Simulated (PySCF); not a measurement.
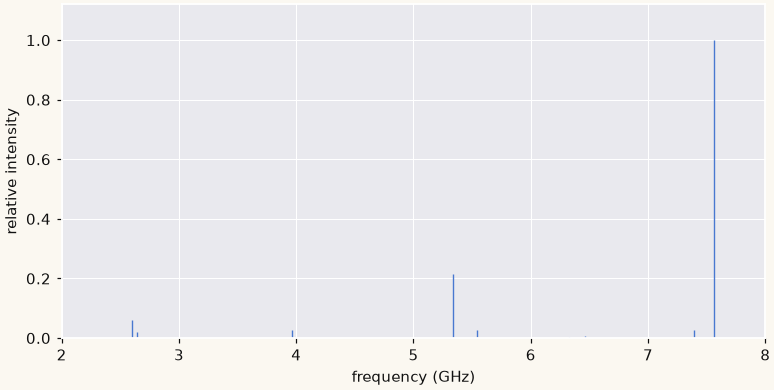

Simulated rotational absorption lines between 2 and 8 GHz at 5 K: rigid rotor with the equilibrium constants and dipole of one optimised conformer (PBE0-D3(BJ)/def2-SVP, PySCF 2.14.0), commonest isotopes; no centrifugal distortion, hyperfine structure, internal rotation or nuclear-spin weights; lines within 1 MHz of each other are summed.

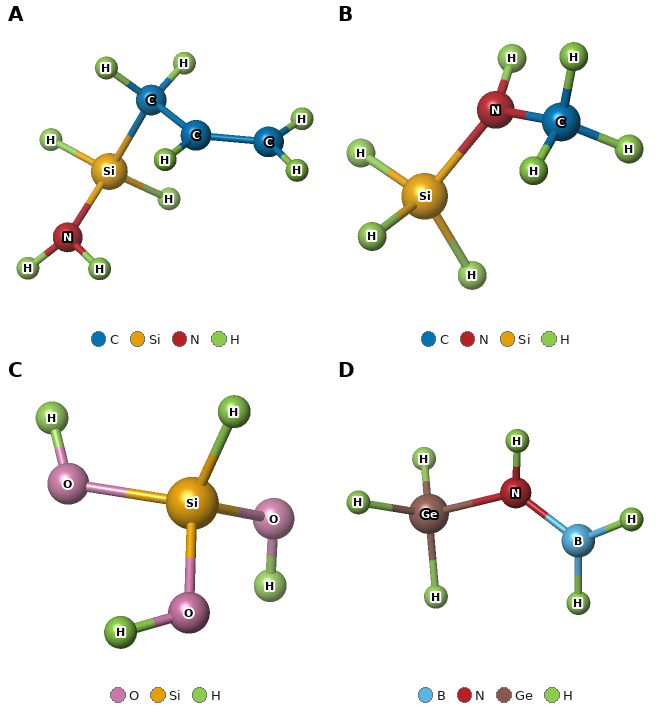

### Which molecule gives this spectrum? The candidates are drawn in the second picture.

Structure D, BGeNH₆, SMILES B[NH][GeH3], singlet. Rotational constants A, B, C = 32.19, 3.912, 3.648 GHz, |μa|, |μb|, |μc| = 1.47, 1.18, 0.00 D.

Known limits of this run: coarse grid, loose stop and no frequency check, small forces are noise and the end may be a saddle.
